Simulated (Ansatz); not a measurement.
# UCAM-B3LYP/STO-3G run of AlFH2N (SMILES [NH2][Al][F])

What is the electronic atomisation energy of AlFH2N at UCAM-B3LYP/STO-3G? 

Program for the calculation: Ansatz 0.2.0.

### 1 Starting point

The species is AlFH2N (5 atoms), typed as a doublet with charge 0. SMILES: `[NH2][Al][F]`. Geometry: relaxed at PBE0-D4/def2-TZVP.

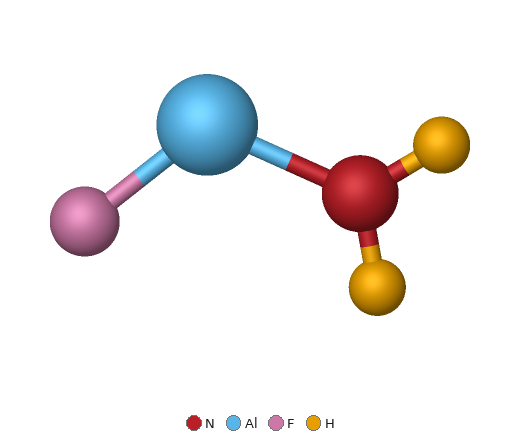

Viewed from a chosen angle; nitrogen red, aluminium blue, fluorine pink, hydrogen amber.

### 2 The energy at UCAM-B3LYP/STO-3G

Input file molecule.yaml:

```yaml
crystal:
  periodic: [false, false, false]
  atoms:
    - {symbol: "N", position_ang: [-0.384700, 0.499000, -0.263800]}
    - {symbol: Al, position_ang: [0.632000, -0.282800, 0.949500]}
    - {symbol: F, position_ang: [1.228700, -1.786800, 0.590000]}
    - {symbol: H, position_ang: [-0.804300, 1.408300, -0.162700]}
    - {symbol: H, position_ang: [-0.621700, 0.088600, -1.154400]}
basis:
  gaussian: {orbitals: STO-3G}
magnetization: {spin_polarized: true, initial_magnetization: 1}
hamiltonian: {xc: {name: CAM-B3LYP}}
accuracy: high
```

The run is started by

```console
$ ansatz run molecule.yaml --threads 1 --pin off --max-ram 2610MiB --events-out events.jsonl --progress --plain --runs-dir runs
```

The program printed:

```text
Warning: RAYON_NUM_THREADS=1 ignored (pool sized by the plan → 1); use --threads N
Functional definition: CAM-B3LYP
  name "CAM-B3LYP"
  parameter alpha = 0.19
  parameter beta = 0.46
  parameter omega = 0.33/bohr
  parameter ac = 0.81
  exchange = (1 - alpha - beta)*b88_x + beta*b88_x_sr(omega) + alpha*exact_x + beta*exact_x_lr(omega)
  correlation = (1 - ac)*vwn5_c + ac*lyp_c
378 factors; integrals over basis functions are off by at most 3.4e-8 eV
161 factors; integrals over basis functions are off by at most 1.1e-9 eV
mean field evaluation 1: about -10691.5481 eV, gradient 1.9e1 eV
mean field evaluation 2: about -10692.0677 eV, gradient 2.0e1 eV
mean field evaluation 4: about -10694.5922 eV, gradient 8.2e-1 eV
mean field evaluation 8: about -10694.5820 eV, gradient 8.9e-3 eV
mean field evaluation 16: about -10694.5820 eV, gradient 3.2e-6 eV
mean field -10694.58204349 eV, -393.0186410501 hartree, gradient 3.0e-8 eV, S^2 0.752288; 0 other end points of the search recorded, 0 dependent functions left out
reference -10694.58205643 eV, -393.0186415259 hartree; 16, 15 occupied and 5, 6 virtual orbitals, 378 factors
Total energy: -10694.58205643 eV, -393.0186415259 hartree
```

It took 2.8 s on 1 thread of Arm Neoverse V1, shared host; peak memory 0.14 GiB.

### 3 The Al atom, same level

Input file run.yaml:

```yaml
crystal:
  periodic: [false, false, false]
  atoms:
    - {symbol: Al, position_ang: [0.000000, 0.000000, 0.000000]}
basis:
  gaussian:
    orbitals: STO-3G
magnetization:
  spin_polarized: true
  initial_magnetization: 1
accuracy: high
hamiltonian:
  xc: {name: CAM-B3LYP}
```

Run the same way, it converges to -239.30384 Eh (log not shown).

### 4 The F atom, same level

Input file in.yaml:

```yaml
crystal:
  periodic: [false, false, false]
  atoms:
    - symbol: F
      position_ang: [0.000000, 0.000000, 0.000000]
basis:
  gaussian:
    orbitals: STO-3G
hamiltonian:
  xc: {name: CAM-B3LYP}
magnetization:
  spin_polarized: true
  initial_magnetization: 1
accuracy: high
```

Run the same way, it converges to -98.23985 Eh (log not shown).

### 5 The H atom, same level

Input file job.yaml:

```yaml
crystal:
  periodic: [false, false, false]
  atoms:
    - {symbol: H, position_ang: [0.000000, 0.000000, 0.000000]}
basis:
  gaussian:
    orbitals: STO-3G
total_charge: 0
magnetization:
  spin_polarized: true
  initial_magnetization: 1
hamiltonian:
  xc: {name: CAM-B3LYP}
accuracy: high
```

Run the same way, it converges to -0.46260 Eh (log not shown).

### 6 The N atom, same level

Input file input.yaml:

```yaml
crystal:
  periodic: [false, false, false]
  atoms:
    - {symbol: "N", position_ang: [0.000000, 0.000000, 0.000000]}
basis:
  gaussian:
    orbitals: STO-3G
magnetization:
  spin_polarized: true
  initial_magnetization: 3
hamiltonian:
  xc: {name: CAM-B3LYP}
accuracy: high
```

Run the same way, it converges to -53.86224 Eh (log not shown).

### 7 Results

Level: UCAM-B3LYP/STO-3G.

```
                     quantity          value
       molecule: total energy  -393.01864 Eh
               molecule: ⟨S²⟩          0.752
        Al atom: total energy  -239.30384 Eh
                Al atom: ⟨S²⟩          0.750
         F atom: total energy   -98.23985 Eh
                 F atom: ⟨S²⟩          0.750
         H atom: total energy    -0.46260 Eh
                 H atom: ⟨S²⟩          0.750
         N atom: total energy   -53.86224 Eh
                 N atom: ⟨S²⟩          3.750
electronic atomisation energy      18.708 eV
```

What this shows: Taking the molecule apart into free atoms costs 18.71 eV (1805 kJ/mol), before zero-point energy and without spin-orbit coupling.
